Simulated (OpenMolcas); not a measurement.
# CH5FOSn (SMILES FC[O][SnH3]): methods side by side

CH5FOSn has 9 atoms, charge 0, and is taken as a singlet. SMILES: `FC[O][SnH3]`. Geometry: relaxed at PBE0-D4/def2-TZVP. This is one conformer, not always the lowest.

| atom | x (Å) | y (Å) | z (Å) |
| --- | --- | --- | --- |
| F | -0.5968 | 1.7542 | 0.0315 |
| C | -1.2915 | 0.5661 | 0.2778 |
| O | -0.7360 | -0.4634 | -0.4050 |
| Sn | 1.2393 | -0.7015 | -0.3197 |
| H | -1.2588 | 0.4340 | 1.3693 |
| H | -2.3191 | 0.7246 | -0.0661 |
| H | 1.6901 | -0.3903 | 1.2948 |
| H | 1.4078 | -2.3331 | -0.7653 |
| H | 1.9535 | 0.3631 | -1.4344 |

Each level gives the dipole moment (D). The values are calculated.

| level | kind | program | value (D) | CPU time |
| --- | --- | --- | --- | --- |
| HF/def2-SVP (core potential) | Hartree–Fock | OpenMolcas | 1.90 | 7.7 s |
| BLYP/def2-SVP (core potential) | GGA | OpenMolcas | 1.46 | 27 s |
| revPBE/def2-SVP (core potential) | GGA | OpenMolcas | 1.48 | 27 s |
| M06-L/def2-SVP (core potential) | meta-GGA | OpenMolcas | 1.70 | 34 s |
| TPSS/def2-SVP (core potential) | meta-GGA | OpenMolcas | 1.46 | 34 s |
| B3LYP/def2-SVP (core potential) | global hybrid | OpenMolcas | 1.61 | 27 s |
| BHLYP/def2-SVP (core potential) | global hybrid | OpenMolcas | 1.77 | 24 s |
| PBE0/def2-SVP (core potential) | global hybrid | OpenMolcas | 1.65 | 26 s |

The values span 1.46 to 1.90 D. Magnitudes only. Times are those of the runs behind each value, whatever else they computed, on shared processors of several kinds: orders of magnitude only.

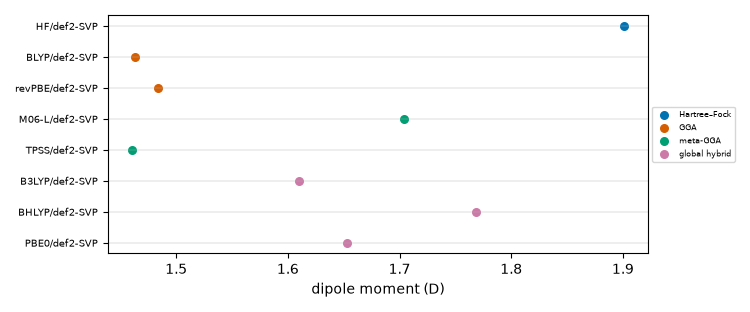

The values of the table, level by level.
